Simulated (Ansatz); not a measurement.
# BNH (doublet): one geometry, many settings at angle B1–N2–H3 = 120.1°

What do other methods and options give for BNH (doublet) at this geometry, and how long do they take?

The runs use Ansatz 0.2.0, Gaussian basis; the settings change from run to run.

15 further runs of the same task are left out: 2 for a known fault of the program, 1 for a mislabelled method, 8 that didn't finish, 4 set aside as unsound or not needed.

## (1) The system

The geometry derives from a PBE0/def2-TZVP stationary point (not a proven minimum). One angle is set to the value named; bond lengths are kept.

3 atoms, charge 0, spin multiplicity 2.

Atoms are counted from 1 here; the program's logs count them from 0.

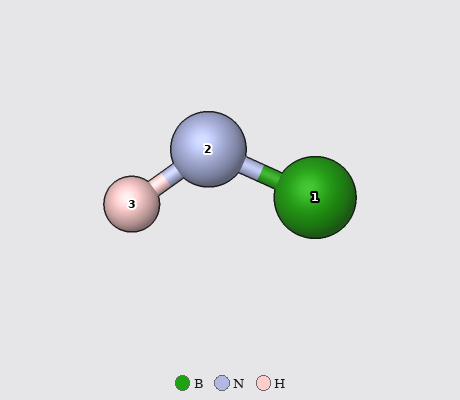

The geometry (boron green, nitrogen light blue, hydrogen pink); atoms are numbered from 1 in the order of the file.

## (2) CISD/6-31G*

Input file in.yaml:

```yaml
crystal:
  periodic: [false, false, false]
  atoms:
    - {symbol: B, position_ang: [0.338700, 0.000000, 0.654965]}
    - {symbol: N, position_ang: [-0.277142, 0.000000, -0.413857]}
    - {symbol: H, position_ang: [0.218427, 0.000000, -1.273940]}
basis:
  gaussian: {orbitals: "6-31G*"}
magnetization: {spin_polarized: false, initial_magnetization: 1}
correlation: {active_space: {ras: {orbitals: [4, 1, 25], electrons: 9, max_holes: 2, max_particles: 2}, fixed_orbitals: true}}
output: {forces: true}
```

Command:

```bash
ansatz run in.yaml --threads 1 --pin off --events-out ev --progress --plain --max-ram 2393MiB
```

What it wrote:

```text
Functional definition: HF
  name "HF"
  cite "Fock, Z. Phys. 61, 126 (1930) doi:10.1007/BF01340294"
  parent pbe
  exchange = exact_x
  correlation = 0
311 factors; integrals over basis functions are off by at most 5.8e-4 eV
mean field evaluation 1: about -2163.5034 eV, gradient 3.3e1 eV
mean field evaluation 2: about -2163.5053 eV, gradient 3.3e1 eV
mean field evaluation 4: about -2166.5249 eV, gradient 4.3e0 eV
mean field evaluation 8: about -2166.7099 eV, gradient 2.1e-1 eV
mean field evaluation 16: about -2165.4910 eV, gradient 1.6e1 eV
mean field evaluation 32: about -2164.6523 eV, gradient 8.2e-1 eV
mean field -2166.71066247 eV, -79.6251481964 hartree, gradient 3.3e-6 eV, S^2 0.750000; 6 other end points of the search recorded, 0 dependent functions left out
reference -2166.71066247 eV, -79.6251481964 hartree; 7, 6 occupied and 25, 26 virtual orbitals, 311 factors
state -2172.68324002 eV, -79.8446363731 hartree
the calculation of the forces begins
Total energy: -2172.68324002 eV, -79.8446363731 hartree
Atom 0 at     0.338700     0.000000     0.654965 Å, force     1.214674     0.000000     3.562444 eV/Å
Atom 1 at    -0.277142     0.000000    -0.413857 Å, force    -0.895508    -0.000000    -2.309093 eV/Å
Atom 2 at     0.218427     0.000000    -1.273940 Å, force    -0.319166     0.000000    -1.253351 eV/Å
Dipole moment:     0.309026     0.000000    -0.016729 e Å
```

It took 1.2 s on 1 thread of Arm Neoverse V1, shared host.

From the report: 13,934 determinants.

## (3) CISD/cc-pVTZ-DK

Input file in.yaml:

```yaml
crystal:
  periodic: [false, false, false]
  atoms:
    - {symbol: B, position_ang: [0.338700, 0.000000, 0.654965]}
    - {symbol: N, position_ang: [-0.277142, 0.000000, -0.413857]}
    - {symbol: H, position_ang: [0.218427, 0.000000, -1.273940]}
basis:
  gaussian: {orbitals: cc-pVTZ-DK}
magnetization: {spin_polarized: false, initial_magnetization: 1}
hamiltonian: {pseudopotentials: {relativity: none}}
correlation: {active_space: {ras: {orbitals: [4, 1, 67], electrons: 9, max_holes: 2, max_particles: 2}, fixed_orbitals: true}}
scf: {lower_state_search: full}
```

Launched as before.

What it wrote, cut to the lines that bear on the results:

```text
Functional definition: HF
  name "HF"
  cite "Fock, Z. Phys. 61, 126 (1930) doi:10.1007/BF01340294"
  parent pbe
[...]
437 factors; integrals over basis functions are off by at most 1.2e-3 eV
[...]
mean field -2167.58582887 eV, -79.6573099686 hartree, gradient 2.4e-6 eV, S^2 0.750000; 12 other end points of the search recorded, 0 dependent functions left out
reference -2167.58582887 eV, -79.6573099686 hartree; 7, 6 occupied and 67, 68 virtual orbitals, 437 factors
state -2174.80507940 eV, -79.9226125321 hartree
WARN: the results are in doubt because the basis set is contracted for relativity, which is off
Total energy: -2174.80507940 eV, -79.9226125321 hartree
In doubt: the basis set is contracted for relativity, which is off
```

Run time: 8.5 s. Hardware: 1 thread of Arm Neoverse V1, shared host.

From the report: 96,909 determinants. The program marks this result as in doubt; its last lines say why.

## (4) HF/6-31G

Input file in.yaml:

```yaml
crystal:
  periodic: [false, false, false]
  atoms:
    - {symbol: B, position_ang: [0.338700, 0.000000, 0.654965]}
    - {symbol: N, position_ang: [-0.277142, 0.000000, -0.413857]}
    - {symbol: H, position_ang: [0.218427, 0.000000, -1.273940]}
basis:
  gaussian: {orbitals: 6-31G}
magnetization: {spin_polarized: false, initial_magnetization: 1}
hamiltonian: {xc: hf}
accuracy: high
output: {forces: true, orbitals: {seedname: orbitals}}
```

Same command.

What it wrote, cut to the lines that bear on the results:

```text
Functional definition: HF
  name "HF"
  cite "Fock, Z. Phys. 61, 126 (1930) doi:10.1007/BF01340294"
  parent pbe
[...]
481 factors; integrals over basis functions are off by at most 3.1e-9 eV
[...]
mean field -2165.76983551 eV, -79.5905734435 hartree, gradient 2.9e-8 eV, S^2 0.750000; 0 other end points of the search recorded, 0 dependent functions left out
[...]
reference -2165.76983551 eV, -79.5905734435 hartree; 7, 6 occupied and 13, 14 virtual orbitals, 481 factors
Total energy: -2165.76983551 eV, -79.5905734435 hartree
Atom 0 at     0.338700     0.000000     0.654965 Å, force     0.611020    -0.000000     3.402426 eV/Å
Atom 1 at    -0.277142     0.000000    -0.413857 Å, force     0.417784     0.000000    -2.277602 eV/Å
Atom 2 at     0.218427     0.000000    -1.273940 Å, force    -1.028804    -0.000000    -1.124824 eV/Å
Dipole moment:     0.447578    -0.000000     0.072062 e Å
```

Run time: 0.3 s. Hardware: 1 thread of Arm Neoverse V1, shared host.

## (5) MRCISD+Q(relaxed)(5,7)/6-31G

Edit in.yaml of step 4 so:

```diff
@@ -9,4 +9,2 @@
 magnetization: {spin_polarized: false, initial_magnetization: 1}
-hamiltonian: {xc: hf}
-accuracy: high
-output: {forces: true, orbitals: {seedname: orbitals}}
+correlation: {method: fic_mrcisd_q_relaxed, electrons: all, active_space: {window: {electrons: 5, orbitals: 7}, states: [{multiplicity: 2, weights: [1, 0.5, 1]}, {multiplicity: 4, weights: [1]}]}}
```

Same command.

What it wrote, cut to the lines that bear on the results:

```text
Functional definition: HF
  name "HF"
  cite "Fock, Z. Phys. 61, 126 (1930) doi:10.1007/BF01340294"
  parent pbe
[...]
460 factors; integrals over basis functions are off by at most 1.7e-7 eV
[...]
mean field -2165.76983552 eV, -79.5905734438 hartree, gradient 2.9e-6 eV, S^2 0.750000; 6 other end points of the search recorded, 0 dependent functions left out
reference -2165.76983552 eV, -79.5905734438 hartree; 7, 6 occupied and 13, 14 virtual orbitals, 460 factors
state -2167.68124397 eV, -79.6608164089 hartree
state -2164.87049983 eV, -79.5575234668 hartree
state -2164.46069813 eV, -79.5424635322 hartree
contracted CI cycle   1: correlation 0.00000000 eV, 0.0000000000 hartree, residual 1.49e1 eV
contracted CI cycle   2: correlation -2.66477158 eV, -0.0979285495 hartree, residual 2.73e0 eV
contracted CI cycle   3: correlation -2.77175803 eV, -0.1018602288 hartree, residual 1.53e0 eV
[...]
contracted CI cycle   3: correlation -2.50831920 eV, -0.0921790304 hartree, residual 9.27e-1 eV
contracted CI cycle   4: correlation -2.52223992 eV, -0.0926906076 hartree, residual 3.38e-1 eV
contracted CI cycle   5: correlation -2.52418237 eV, -0.0927619911 hartree, residual 1.19e-1 eV
contracted CI cycle   6: correlation -2.52447082 eV, -0.0927725913 hartree, residual 5.92e-2 eV
contracted CI cycle   7: correlation -2.52453796 eV, -0.0927750587 hartree, residual 2.84e-2 eV
contracted CI cycle   8: correlation -2.52455614 eV, -0.0927757270 hartree, residual 1.34e-2 eV
contracted CI cycle   9: correlation -2.52455938 eV, -0.0927758461 hartree, residual 5.62e-3 eV
contracted CI cycle  10: correlation -2.52455994 eV, -0.0927758667 hartree, residual 2.12e-3 eV
contracted CI cycle  11: correlation -2.52456002 eV, -0.0927758696 hartree, residual 8.28e-4 eV
state -2162.67433915 eV, -79.4768160503 hartree; corrected -2165.30704653 eV, -79.5735662621 hartree
Total energy: -2167.71416203 eV, -79.6620261250 hartree
```

It took 10 s on 1 thread of Arm Neoverse V1, shared host.

From the report: 372 determinants; active occupations (of the averaged states) 1.75, 1.45, 1.37, 0.30, 0.12, 0.01, 0.01.

## (6) MP2 on ROHF/6-31G

Input file in.yaml:

```yaml
crystal:
  periodic: [false, false, false]
  atoms:
    - {symbol: B, position_ang: [0.338700, 0.000000, 0.654965]}
    - {symbol: N, position_ang: [-0.277142, 0.000000, -0.413857]}
    - {symbol: H, position_ang: [0.218427, 0.000000, -1.273940]}
basis:
  gaussian: {orbitals: 6-31G}
magnetization: {spin_polarized: false, initial_magnetization: 1}
correlation: {method: mp2, electrons: all}
accuracy: high
```

Same command.

What it wrote:

```text
Functional definition: HF
  name "HF"
  cite "Fock, Z. Phys. 61, 126 (1930) doi:10.1007/BF01340294"
  parent pbe
  exchange = exact_x
  correlation = 0
481 factors; integrals over basis functions are off by at most 3.1e-9 eV
mean field evaluation 1: about -2162.4177 eV, gradient 3.3e1 eV
mean field evaluation 2: about -2162.4203 eV, gradient 3.3e1 eV
mean field evaluation 4: about -2165.5768 eV, gradient 4.3e0 eV
mean field evaluation 8: about -2165.7692 eV, gradient 1.8e-1 eV
mean field evaluation 16: about -2163.3798 eV, gradient 6.4e0 eV
mean field evaluation 32: about -2163.5800 eV, gradient 1.3e-8 eV
mean field -2165.76983551 eV, -79.5905734435 hartree, gradient 2.9e-8 eV, S^2 0.750000; 6 other end points of the search recorded, 0 dependent functions left out
mean field evaluation 64: about -2163.7940 eV, gradient 2.0e1 eV
mean field evaluation 96: about -2164.2981 eV, gradient 6.5e0 eV
reference -2165.76983551 eV, -79.5905734435 hartree; 7, 6 occupied and 13, 14 virtual orbitals, 481 factors
second order -4.31023908 eV of doubles, -0.02675762 eV of singles
Total energy: -2170.10683221 eV, -79.7499551324 hartree
```

Run time: 0.36 s. Hardware: 1 thread of Arm Neoverse V1, shared host.

## (7) CISDT/STO-3G

Edit in.yaml of step 6 so:

```diff
@@ -7,5 +7,4 @@
 basis:
-  gaussian: {orbitals: 6-31G}
+  gaussian: {orbitals: STO-3G}
 magnetization: {spin_polarized: false, initial_magnetization: 1}
-correlation: {method: mp2, electrons: all}
-accuracy: high
+correlation: {active_space: {ras: {orbitals: [4, 1, 4], electrons: 9, max_holes: 3, max_particles: 3}, fixed_orbitals: true}}
```

Same command.

What it wrote:

```text
Functional definition: HF
  name "HF"
  cite "Fock, Z. Phys. 61, 126 (1930) doi:10.1007/BF01340294"
  parent pbe
  exchange = exact_x
  correlation = 0
145 factors; integrals over basis functions are off by at most 6.8e-5 eV
mean field evaluation 1: about -2135.6824 eV, gradient 2.1e1 eV
mean field evaluation 2: about -2135.7062 eV, gradient 2.1e1 eV
mean field evaluation 4: about -2137.7224 eV, gradient 3.5e0 eV
mean field evaluation 8: about -2137.8998 eV, gradient 5.7e-2 eV
mean field evaluation 16: about -2137.3544 eV, gradient 6.1e0 eV
mean field evaluation 32: about -2135.5600 eV, gradient 2.1e0 eV
mean field -2137.89796723 eV, -78.5663011765 hartree, gradient 9.9e-7 eV, S^2 0.750000; 5 other end points of the search recorded, 0 dependent functions left out
reference -2137.89796723 eV, -78.5663011765 hartree; 7, 6 occupied and 4, 5 virtual orbitals, 145 factors
state -2141.29623385 eV, -78.6911851713 hartree
Total energy: -2141.29623385 eV, -78.6911851713 hartree
```

Wall time 0.33 s (1 thread of Arm Neoverse V1, shared host).

From the report: 1,933 determinants.

## (8) CASSCF(1,2)/def2-mTZVP

Input file in.yaml:

```yaml
crystal:
  periodic: [false, false, false]
  atoms:
    - {symbol: B, position_ang: [0.338700, 0.000000, 0.654965]}
    - {symbol: N, position_ang: [-0.277142, 0.000000, -0.413857]}
    - {symbol: H, position_ang: [0.218427, 0.000000, -1.273940]}
basis:
  gaussian: {orbitals: def2-mTZVP}
magnetization: {spin_polarized: false, initial_magnetization: 1}
correlation: {active_space: {window: {electrons: 1, orbitals: 2}}}
```

The command is unchanged.

What it wrote:

```text
Functional definition: HF
  name "HF"
  cite "Fock, Z. Phys. 61, 126 (1930) doi:10.1007/BF01340294"
  parent pbe
  exchange = exact_x
  correlation = 0
367 factors; integrals over basis functions are off by at most 9.6e-4 eV
mean field evaluation 1: about -2163.6626 eV, gradient 3.8e1 eV
mean field evaluation 2: about -2163.6652 eV, gradient 3.8e1 eV
mean field evaluation 4: about -2167.2320 eV, gradient 5.1e0 eV
mean field evaluation 8: about -2167.4624 eV, gradient 6.1e-1 eV
mean field evaluation 16: about -2161.1973 eV, gradient 3.3e1 eV
mean field evaluation 32: about -2165.5694 eV, gradient 6.9e-1 eV
mean field -2167.46749616 eV, -79.6529613216 hartree, gradient 4.2e-6 eV, S^2 0.750000; 6 other end points of the search recorded, 0 dependent functions left out
reference -2167.46749616 eV, -79.6529613216 hartree; 7, 6 occupied and 34, 35 virtual orbitals, 367 factors
state -2167.46749616 eV, -79.6529613216 hartree
Total energy: -2167.46749616 eV, -79.6529613216 hartree
```

Wall time 0.82 s (1 thread of Arm Neoverse V1, shared host).

From the report: 2 determinants; active occupations 1.00, 0.00. With so small a space the active step adds no correlation: the energy is the mean field's.

## (9) CCSD(T) on ROHF/cc-pVDZ

Edit in.yaml of step 8 so:

```diff
@@ -7,4 +7,6 @@
 basis:
-  gaussian: {orbitals: def2-mTZVP}
+  gaussian: {orbitals: cc-pVDZ}
 magnetization: {spin_polarized: false, initial_magnetization: 1}
-correlation: {active_space: {window: {electrons: 1, orbitals: 2}}}
+hamiltonian: {pseudopotentials: {relativity: none}}
+correlation: {method: ccsd_t, electrons: outside_noble_gas}
+output: {forces: true}
```

Same command.

What it wrote, cut to the lines that bear on the results:

```text
Functional definition: HF
  name "HF"
  cite "Fock, Z. Phys. 61, 126 (1930) doi:10.1007/BF01340294"
  parent pbe
[...]
313 factors; integrals over basis functions are off by at most 1.1e-3 eV
[...]
mean field -2167.04012883 eV, -79.6372558621 hartree, gradient 1.8e-6 eV, S^2 0.750000; 6 other end points of the search recorded, 0 dependent functions left out
[...]
determinant -2167.04012883 eV, -79.6372558621 hartree, with singles and doubles -2173.47133112 eV, -79.8735981870 hartree
determinant -2165.08575362 eV, -79.5654338976 hartree, with singles and doubles -2171.00527372 eV, -79.7829722491 hartree
2 core orbitals not correlated: weight in the atoms' cores, before any rotation towards them, 1.000 or more for the frozen orbitals, at most 0.000 for the correlated occupied ones
reference -2167.04012883 eV, -79.6372558621 hartree; 5, 4 occupied and 26, 27 virtual orbitals, 313 factors
second order -6.04042072 eV of doubles, -0.02689585 eV of singles
cycle   1  -6.43208950 eV  change   -8.9e-4 eV  update   1.9e-3
[...]
cycle  10  -6.43326565 eV  change   -1.3e-6 eV  update   1.8e-6
perturbative correction -0.25988361 eV, -0.0095505466 hartree
[...]
Total energy: -2173.73327810 eV, -79.8832245609 hartree
Atom 0 at     0.338700     0.000000     0.654965 Å, force     1.748637    -0.000000     4.428719 eV/Å
Atom 1 at    -0.277142     0.000000    -0.413857 Å, force    -1.692196    -0.000000    -2.794506 eV/Å
Atom 2 at     0.218427     0.000000    -1.273940 Å, force    -0.056442    -0.000000    -1.634213 eV/Å
Dipole moment:     0.235102     0.000000    -0.067149 e Å
```

It took 2 s on 1 thread of Arm Neoverse V1, shared host.

From the report: correlation -6.6931 eV; T1 0.032; largest double amplitude 0.08.

## (10) CCSD on ROHF/6-31G

Edit in.yaml of step 9 so:

```diff
@@ -7,6 +7,5 @@
 basis:
-  gaussian: {orbitals: cc-pVDZ}
+  gaussian: {orbitals: 6-31G, point_charges: [{charge: -0.50, position_ang: [4.894, 0.800, -0.643]}]}
 magnetization: {spin_polarized: false, initial_magnetization: 1}
 hamiltonian: {pseudopotentials: {relativity: none}}
-correlation: {method: ccsd_t, electrons: outside_noble_gas}
-output: {forces: true}
+correlation: {method: ccsd, electrons: all, diis_vectors: 1}
```

Launched as before.

What it wrote, cut to the lines that bear on the results:

```text
Functional definition: HF
  name "HF"
  cite "Fock, Z. Phys. 61, 126 (1930) doi:10.1007/BF01340294"
  parent pbe
[...]
290 factors; integrals over basis functions are off by at most 2.5e-4 eV
[...]
mean field -2165.88519879 eV, -79.5948129660 hartree, gradient 3.9e-6 eV, S^2 0.750000; 5 other end points of the search recorded, 0 dependent functions left out
[...]
determinant -2165.88519879 eV, -79.5948129660 hartree, with singles and doubles -2170.50024264 eV, -79.7644126992 hartree
determinant -2163.62717645 eV, -79.5118321752 hartree, with singles and doubles -2167.53658913 eV, -79.6555004414 hartree
reference -2165.88519879 eV, -79.5948129660 hartree; 7, 6 occupied and 13, 14 virtual orbitals, 290 factors
second order -4.27914721 eV of doubles, -0.02649356 eV of singles
cycle   1  -4.61553940 eV  change   -5.0e-4 eV  update   1.7e-3
[...]
cycle  10  -4.61701381 eV  change   -1.2e-5 eV  update   1.6e-5
Total energy: -2170.50221260 eV, -79.7644850939 hartree
```

Run time: 0.54 s. Hardware: 1 thread of Arm Neoverse V1, shared host.

From the report: correlation -4.6170 eV; T1 0.031; largest double amplitude 0.09.

## (11) The runs in one table

Where basis and cores are those of an earlier FCI/6-31G run (-2170.5662 eV), and the state is the same kind, the miss against it is given. † marks a result that the program doubts.

```tsv
level	correlated	functions	energy (eV)	from FCI (meV)	time
CISD/6-31G*	outside noble gas	32	-2172.6832		1.2 s
CISD/cc-pVTZ-DK †	outside noble gas	74	-2174.8051		8.5 s
HF/6-31G		20	-2165.7698	4796.3	0.3 s
MRCISD+Q(relaxed)(5,7)/6-31G (mean of several states)	all	20	-2167.7142		10 s
MP2 on ROHF/6-31G	all	20	-2170.1068		0.36 s
CISDT/STO-3G	outside noble gas	11	-2141.2962		0.33 s
CASSCF(1,2)/def2-mTZVP		41	-2167.4675		0.82 s
CCSD(T) on ROHF/cc-pVDZ	outside noble gas	33	-2173.7333		2 s
CCSD on ROHF/6-31G (beside a point charge)	all	20	-2170.5022		0.54 s
```

## (12) What came out

```
quantity                                                        value
    runs                                                            9
quickest                                              HF/6-31G, 0.3 s
 slowest  MRCISD+Q(relaxed)(5,7)/6-31G (mean of several states), 10 s
```

Total energies in different bases, with other cores or another treatment of relativity can't be set against each other. MRCISD+Q(relaxed)(5,7)/6-31G (mean of several states) took 35 times as long as HF/6-31G; the jobs differ in more than the method. Hartree-Fock, CASSCF and CASCI lack dynamic correlation by design.
